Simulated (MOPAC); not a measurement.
# Run report: SnH2SeClF, geometry relaxation (part 2 of 3)

The same run, continued: SnH2SeClF, SMILES [F][SnH]([Cl])[SeH]; PM6-DH2X, closed shell, dispersion DH2X, in an applied electric field (MOPAC 23.2.5). The geometry comes from this level: GFN2-xTB.

Geometry of the input (Å):
```
F  -0.4476  0.1775  -1.7651
Sn 0.4459  0.3838  0.0029
Cl 2.5813  -0.4202  -0.2978
Se -0.9491  -1.1457  1.4422
H  0.4000  2.1414  0.1321
H  -2.0304  -1.1368  0.4857
```

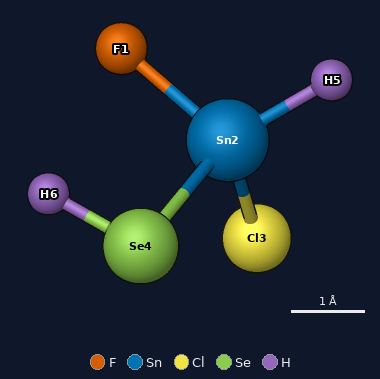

**Figure 1.** The geometry at step 22 of the log (ball-and-stick view, seen at a tilt; atoms are numbered from 1 in the order of the input).

### Trajectory as extended XYZ, continued
```
6
Properties=species:S:1:pos:R:3:forces:R:3 step=5 energy=-4.14324
F    -0.4620    0.1723   -1.7812   -0.0562  -0.0277  -0.1405
Sn    0.4272    0.4238   -0.0429   -0.0788   0.0827   0.1303
Cl    2.5698   -0.4610   -0.2486   -0.0258   0.0258   0.0662
Se   -0.9158   -1.1556    1.4514    0.0738   0.0713   0.0498
H     0.4347    2.0741    0.3235    0.0981  -0.1051  -0.0510
H    -2.0259   -1.1514    0.4874   -0.0110  -0.0470  -0.0548
6
Properties=species:S:1:pos:R:3:forces:R:3 step=6 energy=-4.14504
F    -0.4642    0.1738   -1.7891    0.0049  -0.0042  -0.0078
Sn    0.4246    0.4247   -0.0436   -0.0890   0.0088  -0.0160
Cl    2.5671   -0.4639   -0.2439   -0.0298   0.0291   0.0607
Se   -0.9106   -1.1544    1.4519   -0.0502   0.0392  -0.0070
H     0.4408    2.0680    0.3367    0.0901  -0.0233  -0.0532
H    -2.0246   -1.1551    0.4843    0.0739  -0.0497   0.0233
6
Properties=species:S:1:pos:R:3:forces:R:3 step=7 energy=-4.14605
F    -0.4651    0.1765   -1.7919    0.0164  -0.0024   0.0185
Sn    0.4233    0.4251   -0.0446   -0.0881  -0.0599  -0.0583
Cl    2.5656   -0.4653   -0.2408   -0.0263   0.0264   0.0571
Se   -0.9084   -1.1544    1.4523   -0.0484   0.0331   0.0072
H     0.4461    2.0646    0.3366    0.0849   0.0524  -0.0375
H    -2.0221   -1.1591    0.4856    0.0616  -0.0496   0.0130
6
Properties=species:S:1:pos:R:3:forces:R:3 step=8 energy=-4.14891
F    -0.4682    0.1890   -1.8016    0.0329  -0.0086   0.0663
Sn    0.4182    0.4242   -0.0495   -0.0703  -0.1166  -0.1195
Cl    2.5602   -0.4691   -0.2291   -0.0019   0.0084   0.0405
Se   -0.9006   -1.1542    1.4552   -0.0557   0.0161   0.0347
H     0.4669    2.0581    0.3338    0.0639   0.1521  -0.0157
H    -2.0121   -1.1756    0.4886    0.0311  -0.0514  -0.0063
6
Properties=species:S:1:pos:R:3:forces:R:3 step=9 energy=-4.15176
F    -0.4712    0.2061   -1.8108    0.0240  -0.0318   0.0669
Sn    0.4124    0.4225   -0.0556   -0.0289  -0.0934  -0.1080
Cl    2.5552   -0.4732   -0.2159    0.0173  -0.0120   0.0241
Se   -0.8931   -1.1550    1.4598   -0.0555   0.0243   0.0337
H     0.4933    2.0562    0.3196    0.0367   0.1680   0.0005
H    -1.9993   -1.1984    0.4898    0.0064  -0.0550  -0.0171
6
Properties=species:S:1:pos:R:3:forces:R:3 step=10 energy=-4.15389
F    -0.4744    0.2264   -1.8177   -0.0129  -0.0705   0.0135
Sn    0.4061    0.4209   -0.0619    0.0545   0.0440  -0.0167
Cl    2.5512   -0.4780   -0.2023    0.0165  -0.0280   0.0109
Se   -0.8865   -1.1568    1.4654   -0.0491   0.0584   0.0048
H     0.5263    2.0624    0.2904   -0.0035   0.0532   0.0057
H    -1.9832   -1.2314    0.4874   -0.0054  -0.0570  -0.0182
6
Properties=species:S:1:pos:R:3:forces:R:3 step=11 energy=-4.15462
F    -0.4746    0.2229   -1.8143   -0.0194  -0.0653  -0.0059
Sn    0.4073    0.4223   -0.0606    0.0562   0.0475   0.0028
Cl    2.5522   -0.4781   -0.2048    0.0058  -0.0209   0.0157
Se   -0.8884   -1.1569    1.4643   -0.0401   0.0665   0.0050
H     0.5246    2.0661    0.2878   -0.0024   0.0257   0.0032
H    -1.9839   -1.2335    0.4849    0.0000  -0.0535  -0.0208
6
Properties=species:S:1:pos:R:3:forces:R:3 step=12 energy=-4.15719
F    -0.4806    0.2066   -1.7979   -0.0293  -0.0491  -0.0505
Sn    0.4126    0.4323   -0.0544    0.0494   0.1214   0.0546
Cl    2.5538   -0.4829   -0.2120   -0.0366   0.0066   0.0305
Se   -0.8945   -1.1564    1.4579   -0.0492   0.0992  -0.0248
H     0.5329    2.0887    0.2713   -0.0122  -0.1555  -0.0148
H    -1.9783   -1.2706    0.4637    0.0779  -0.0226   0.0049
6
Properties=species:S:1:pos:R:3:forces:R:3 step=13 energy=-4.15824
F    -0.4835    0.2031   -1.7957   -0.0215  -0.0387  -0.0421
Sn    0.4133    0.4352   -0.0543    0.0335   0.0690   0.0389
Cl    2.5519   -0.4850   -0.2109   -0.0286   0.0061   0.0275
Se   -0.8937   -1.1554    1.4558   -0.0494   0.0929  -0.0049
H     0.5379    2.0882    0.2760   -0.0131  -0.1131  -0.0148
H    -1.9742   -1.2817    0.4600    0.0791  -0.0162  -0.0046
6
Properties=species:S:1:pos:R:3:forces:R:3 step=14 energy=-4.16003
F    -0.5005    0.1941   -1.7863    0.0241   0.0039   0.0109
Sn    0.4150    0.4481   -0.0540   -0.0444  -0.1260  -0.0644
Cl    2.5409   -0.4966   -0.2020    0.0275  -0.0134   0.0083
Se   -0.8886   -1.1504    1.4479   -0.1268   0.0535   0.0273
H     0.5801    2.0895    0.2777   -0.0345   0.0511   0.0021
H    -1.9411   -1.3607    0.4312    0.1540   0.0310   0.0158
6
Properties=species:S:1:pos:R:3:forces:R:3 step=15 energy=-4.16088
F    -0.4968    0.1989   -1.7899    0.0151  -0.0133   0.0086
Sn    0.4143    0.4435   -0.0544   -0.0301  -0.0736  -0.0541
Cl    2.5434   -0.4930   -0.2035    0.0266  -0.0180   0.0107
Se   -0.8900   -1.1510    1.4507   -0.0662   0.0674   0.0613
H     0.5724    2.0869    0.2760   -0.0315   0.0291   0.0042
H    -1.9437   -1.3442    0.4374    0.0862   0.0083  -0.0307
6
Properties=species:S:1:pos:R:3:forces:R:3 step=16 energy=-4.16240
F    -0.4961    0.2019   -1.7895    0.0073  -0.0263  -0.0037
Sn    0.4147    0.4397   -0.0535   -0.0111   0.0002  -0.0302
Cl    2.5465   -0.4899   -0.2071    0.0206  -0.0229   0.0134
Se   -0.8939   -1.1496    1.4532   -0.0317   0.0796   0.0624
H     0.5706    2.0867    0.2721   -0.0335  -0.0219   0.0024
H    -1.9337   -1.3459    0.4286    0.0484  -0.0087  -0.0443
6
Properties=species:S:1:pos:R:3:forces:R:3 step=17 energy=-4.16648
F    -0.5015    0.2035   -1.7820    0.0060  -0.0413  -0.0175
Sn    0.4175    0.4339   -0.0498    0.0134   0.0996  -0.0022
Cl    2.5527   -0.4849   -0.2167    0.0141  -0.0390   0.0159
Se   -0.9053   -1.1420    1.4569   -0.0187   0.0880   0.0121
H     0.5789    2.0845    0.2680   -0.0403  -0.0743   0.0032
H    -1.8857   -1.3852    0.3842    0.0255  -0.0330  -0.0114
6
Properties=species:S:1:pos:R:3:forces:R:3 step=18 energy=-4.16893
F    -0.5178    0.1958   -1.7625    0.0290  -0.0345  -0.0166
Sn    0.4245    0.4319   -0.0423    0.0166   0.1400   0.0080
Cl    2.5597   -0.4821   -0.2321    0.0029  -0.0581   0.0160
Se   -0.9240   -1.1264    1.4573   -0.1788   0.0141  -0.2767
H     0.6040    2.0815    0.2732   -0.0520  -0.0800  -0.0007
H    -1.7918   -1.4827    0.3007    0.1823   0.0184   0.2700
6
Properties=species:S:1:pos:R:3:forces:R:3 step=19 energy=-4.17142
F    -0.5151    0.1889   -1.7632    0.0406  -0.0122  -0.0017
Sn    0.4252    0.4342   -0.0424   -0.0086   0.0306  -0.0323
Cl    2.5592   -0.4825   -0.2326   -0.0002  -0.0437   0.0186
Se   -0.9221   -1.1279    1.4537   -0.0163   0.0651  -0.0010
H     0.5896    2.0779    0.2902   -0.0304   0.0069  -0.0041
H    -1.8093   -1.4579    0.3228    0.0150  -0.0467   0.0205
6
Properties=species:S:1:pos:R:3:forces:R:3 step=20 energy=-4.17286
F    -0.5219    0.1846   -1.7563    0.0508  -0.0007  -0.0067
Sn    0.4267    0.4376   -0.0410   -0.0073  -0.0003  -0.0327
Cl    2.5590   -0.4854   -0.2343   -0.0124  -0.0409   0.0168
Se   -0.9255   -1.1236    1.4510   -0.0331   0.0477  -0.0145
H     0.6025    2.0787    0.2950   -0.0361   0.0228  -0.0084
H    -1.7790   -1.4978    0.3057    0.0382  -0.0285   0.0455
6
Properties=species:S:1:pos:R:3:forces:R:3 step=21 energy=-4.17410
F    -0.5316    0.1826   -1.7481    0.0600   0.0102  -0.0182
Sn    0.4278    0.4430   -0.0400    0.0068  -0.0365  -0.0224
Cl    2.5577   -0.4914   -0.2345   -0.0350  -0.0360   0.0131
Se   -0.9296   -1.1178    1.4483   -0.0769   0.0153  -0.0796
H     0.6259    2.0811    0.2967   -0.0517   0.0278  -0.0118
H    -1.7277   -1.5660    0.2835    0.0967   0.0192   0.1190
6
Properties=species:S:1:pos:R:3:forces:R:3 step=22 energy=-4.17499
F    -0.5314    0.1847   -1.7491    0.0564   0.0077  -0.0219
Sn    0.4271    0.4438   -0.0406    0.0156  -0.0444  -0.0195
Cl    2.5568   -0.4932   -0.2336   -0.0414  -0.0323   0.0127
Se   -0.9294   -1.1176    1.4485   -0.0302   0.0431  -0.0078
H     0.6276    2.0815    0.2965   -0.0529   0.0292  -0.0106
H    -1.7194   -1.5759    0.2872    0.0524  -0.0033   0.0470
6
Properties=species:S:1:pos:R:3:forces:R:3 step=23 energy=-4.17761
F    -0.5341    0.1911   -1.7472    0.0649   0.0029  -0.0208
Sn    0.4273    0.4451   -0.0394    0.0161  -0.0587  -0.0168
Cl    2.5554   -0.4983   -0.2376   -0.0613  -0.0302   0.0127
Se   -0.9368   -1.1102    1.4499    0.0082   0.0502   0.0094
H     0.6373    2.0805    0.2996   -0.0538   0.0420  -0.0064
H    -1.6462   -1.6513    0.2743    0.0260  -0.0062   0.0219
6
Properties=species:S:1:pos:R:3:forces:R:3 step=24 energy=-4.18083
F    -0.5290    0.2093   -1.7525    0.0707  -0.0206  -0.0054
Sn    0.4258    0.4428   -0.0376    0.0092   0.0300  -0.0193
Cl    2.5503   -0.5056   -0.2452   -0.0618  -0.0387   0.0130
Se   -0.9468   -1.0990    1.4561   -0.0329  -0.0261  -0.1261
H     0.6374    2.0798    0.3024   -0.0514  -0.0008  -0.0044
H    -1.5322   -1.7601    0.2656    0.0663   0.0562   0.1422
6
Properties=species:S:1:pos:R:3:forces:R:3 step=25 energy=-4.18312
F    -0.5092    0.2321   -1.7695    0.0622  -0.0586   0.0274
Sn    0.4218    0.4369   -0.0374   -0.0232   0.1626  -0.0435
Cl    2.5426   -0.5101   -0.2514   -0.0325  -0.0466   0.0180
Se   -0.9498   -1.0954    1.4655    0.0906   0.1055   0.1046
H     0.6074    2.0798    0.3030   -0.0275  -0.0611   0.0019
H    -1.4733   -1.8004    0.2900   -0.0696  -0.1017  -0.1083
6
Properties=species:S:1:pos:R:3:forces:R:3 step=26 energy=-4.18529
F    -0.5053    0.2377   -1.7706    0.0517  -0.0532  -0.0047
Sn    0.4200    0.4429   -0.0374   -0.0194   0.1157  -0.0130
Cl    2.5345   -0.5207   -0.2525   -0.0402  -0.0341   0.0170
Se   -0.9511   -1.0908    1.4654   -0.0158  -0.0486  -0.1152
H     0.6084    2.0835    0.3103   -0.0241  -0.0530  -0.0020
H    -1.4121   -1.8719    0.2947    0.0478   0.0731   0.1180
6
Properties=species:S:1:pos:R:3:forces:R:3 step=27 energy=-4.18645
F    -0.5056    0.2303   -1.7685    0.0321  -0.0320  -0.0480
Sn    0.4187    0.4515   -0.0392    0.0064  -0.0096   0.0149
Cl    2.5290   -0.5272   -0.2471   -0.0489  -0.0114   0.0138
Se   -0.9440   -1.0941    1.4608    0.0098   0.0338   0.0498
H     0.6115    2.0864    0.3197   -0.0235   0.0018  -0.0073
H    -1.4303   -1.8680    0.3043    0.0241   0.0174  -0.0231
6
Properties=species:S:1:pos:R:3:forces:R:3 step=28 energy=-4.18760
F    -0.4945    0.2392   -1.7768    0.0345  -0.0401  -0.0227
Sn    0.4166    0.4519   -0.0387   -0.0219  -0.0130  -0.0007
Cl    2.5221   -0.5332   -0.2516   -0.0388  -0.0076   0.0164
Se   -0.9457   -1.0904    1.4648   -0.0056  -0.0086  -0.0093
H     0.5948    2.0849    0.3318   -0.0041   0.0207  -0.0087
H    -1.3822   -1.9061    0.3140    0.0359   0.0487   0.0249
6
Properties=species:S:1:pos:R:3:forces:R:3 step=29 energy=-4.18819
F    -0.4850    0.2436   -1.7831    0.0378  -0.0423   0.0018
Sn    0.4149    0.4519   -0.0378   -0.0397  -0.0067  -0.0203
Cl    2.5174   -0.5364   -0.2552   -0.0306  -0.0037   0.0201
Se   -0.9460   -1.0892    1.4678    0.0078   0.0157   0.0196
H     0.5804    2.0848    0.3385    0.0095   0.0242  -0.0102
H    -1.3605   -1.9168    0.3206    0.0151   0.0127  -0.0110
6
Properties=species:S:1:pos:R:3:forces:R:3 step=30 energy=-4.18851
F    -0.4742    0.2502   -1.7901    0.0269  -0.0466   0.0031
Sn    0.4115    0.4547   -0.0375   -0.0320  -0.0048  -0.0250
Cl    2.5092   -0.5435   -0.2566   -0.0264   0.0056   0.0229
Se   -0.9439   -1.0886    1.4702   -0.0092  -0.0022   0.0042
H     0.5710    2.0879    0.3410    0.0165   0.0166  -0.0100
H    -1.3302   -1.9422    0.3309    0.0243   0.0315   0.0046
6
Properties=species:S:1:pos:R:3:forces:R:3 step=31 energy=-4.18876
F    -0.4704    0.2502   -1.7915    0.0178  -0.0475  -0.0065
Sn    0.4101    0.4561   -0.0371   -0.0218  -0.0057  -0.0193
Cl    2.5062   -0.5453   -0.2566   -0.0218   0.0072   0.0242
Se   -0.9422   -1.0897    1.4707    0.0003   0.0310   0.0435
H     0.5700    2.0899    0.3386    0.0158   0.0158  -0.0072
H    -1.3289   -1.9394    0.3317    0.0098  -0.0008  -0.0347
6
Properties=species:S:1:pos:R:3:forces:R:3 step=32 energy=-4.18912
F    -0.4646    0.2486   -1.7928    0.0046  -0.0461  -0.0170
Sn    0.4083    0.4590   -0.0359   -0.0090  -0.0044  -0.0109
Cl    2.5008   -0.5485   -0.2575   -0.0121   0.0089   0.0263
Se   -0.9402   -1.0908    1.4710   -0.0004   0.0444   0.0474
H     0.5700    2.0937    0.3360    0.0129   0.0099  -0.0057
H    -1.3208   -1.9392    0.3297    0.0040  -0.0127  -0.0402
6
Properties=species:S:1:pos:R:3:forces:R:3 step=33 energy=-4.18953
F    -0.4586    0.2389   -1.7909   -0.0071  -0.0331  -0.0211
Sn    0.4066    0.4651   -0.0325    0.0054  -0.0003  -0.0091
Cl    2.4925   -0.5524   -0.2595    0.0115   0.0062   0.0291
Se   -0.9372   -1.0928    1.4693   -0.0128   0.0374   0.0100
H     0.5781    2.1013    0.3310    0.0000  -0.0044  -0.0072
H    -1.3126   -1.9299    0.3157    0.0030  -0.0058  -0.0018
6
Properties=species:S:1:pos:R:3:forces:R:3 step=34 energy=-4.18958
F    -0.4627    0.2380   -1.7892    0.0022  -0.0327  -0.0148
Sn    0.4078    0.4638   -0.0328   -0.0023  -0.0013  -0.0162
Cl    2.4955   -0.5502   -0.2590    0.0078   0.0039   0.0276
Se   -0.9382   -1.0924    1.4686   -0.0129   0.0296   0.0064
H     0.5804    2.0996    0.3315   -0.0006   0.0001  -0.0074
H    -1.3195   -1.9266    0.3142    0.0057   0.0004   0.0044
6
Properties=species:S:1:pos:R:3:forces:R:3 step=35 energy=-4.18959
F    -0.4643    0.2368   -1.7883    0.0074  -0.0298  -0.0070
Sn    0.4083    0.4640   -0.0326   -0.0053  -0.0055  -0.0249
Cl    2.4962   -0.5499   -0.2588    0.0065   0.0039   0.0274
Se   -0.9385   -1.0923    1.4680   -0.0159   0.0226  -0.0001
H     0.5819    2.0995    0.3318   -0.0015   0.0020  -0.0082
H    -1.3204   -1.9260    0.3128    0.0088   0.0069   0.0127
6
Properties=species:S:1:pos:R:3:forces:R:3 step=36 energy=-4.18960
F    -0.4647    0.2372   -1.7882    0.0074  -0.0306  -0.0078
Sn    0.4083    0.4639   -0.0327   -0.0050  -0.0052  -0.0241
Cl    2.4962   -0.5501   -0.2587    0.0055   0.0042   0.0273
Se   -0.9387   -1.0921    1.4679   -0.0154   0.0218  -0.0019
H     0.5819    2.0995    0.3316   -0.0011   0.0024  -0.0077
H    -1.3180   -1.9274    0.3130    0.0086   0.0074   0.0142
6
Properties=species:S:1:pos:R:3:forces:R:3 step=37 energy=-4.18947
F    -0.4735    0.2446   -1.7856    0.0145  -0.0370  -0.0216
Sn    0.4084    0.4661   -0.0342    0.0001   0.0001  -0.0091
Cl    2.4936   -0.5582   -0.2539   -0.0087   0.0121   0.0214
Se   -0.9405   -1.0890    1.4653   -0.0150  -0.0033  -0.0358
H     0.5858    2.1020    0.3267    0.0018  -0.0009  -0.0048
H    -1.2528   -1.9652    0.3183    0.0072   0.0290   0.0498
6
Properties=species:S:1:pos:R:3:forces:R:3 step=38 energy=-4.18966
F    -0.4680    0.2397   -1.7872    0.0093  -0.0322  -0.0124
Sn    0.4083    0.4649   -0.0332   -0.0023  -0.0028  -0.0197
Cl    2.4949   -0.5532   -0.2566    0.0027   0.0063   0.0248
Se   -0.9390   -1.0912    1.4668   -0.0100   0.0319   0.0106
H     0.5838    2.1007    0.3292   -0.0009   0.0006  -0.0064
H    -1.2946   -1.9399    0.3151    0.0012  -0.0038   0.0031
6
Properties=species:S:1:pos:R:3:forces:R:3 step=39 energy=-4.18967
F    -0.4681    0.2404   -1.7874    0.0112  -0.0322  -0.0111
Sn    0.4081    0.4655   -0.0333   -0.0056  -0.0037  -0.0213
Cl    2.4940   -0.5544   -0.2563    0.0035   0.0071   0.0241
Se   -0.9389   -1.0909    1.4666   -0.0110   0.0276   0.0084
H     0.5836    2.1011    0.3296   -0.0001   0.0009  -0.0066
H    -1.2877   -1.9447    0.3162    0.0019   0.0003   0.0064
```
